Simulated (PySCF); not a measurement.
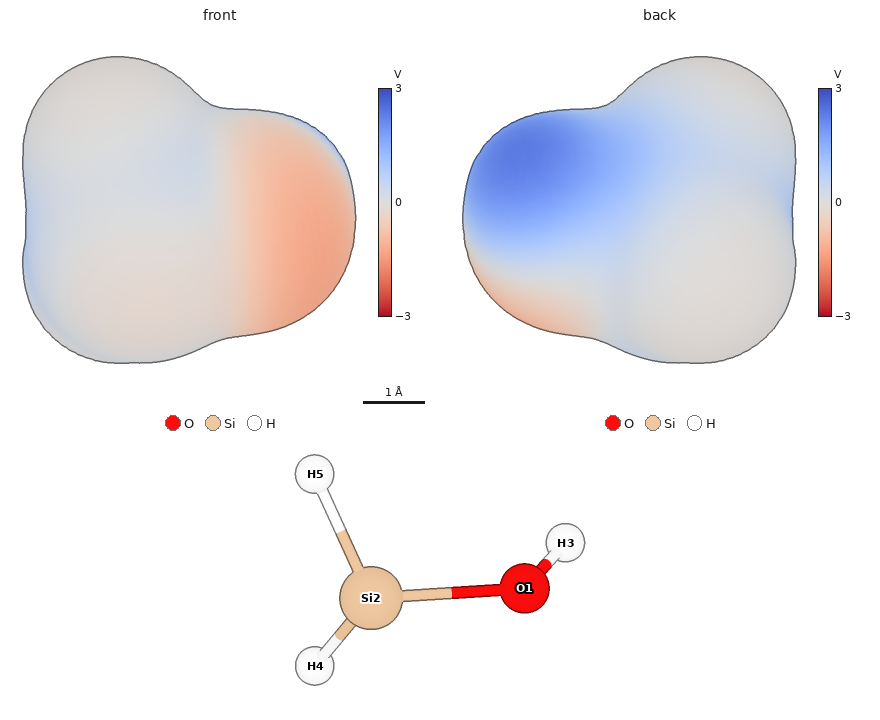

Figure. H3OSi (SMILES O[SiH2]) (doublet). The electrostatic potential painted on the density surface at 0.001 e/bohr³, seen from the front and from behind; the colour scale runs from red (negative) to blue (positive). The bare structure is drawn below in the same view.

Geometry: GFN2-xTB.

The calculation used UKS B3LYP, pcH-1 on H O Si, non-relativistic, mean-field spin-orbit, GIAO in PySCF.

| atom | x (Å) | y (Å) | z (Å) |
| --- | --- | --- | --- |
| O | 1.0700 | -0.2194 | 0.3741 |
| Si | -0.5364 | 0.0252 | 0.3965 |
| H | 1.5921 | -0.1833 | -0.4287 |
| H | -1.2428 | -1.0037 | -0.3544 |
| H | -0.8744 | 1.3841 | -0.0046 |

### Which sites attract a positive test charge, and which a negative one?

A positive charge is drawn to the negative regions and a negative charge to the positive ones. The most negative region (about −1.3 V) lies over O1, the most positive (about +2.3 V) over H3. O1 is the likeliest acceptor of a hydrogen bond.
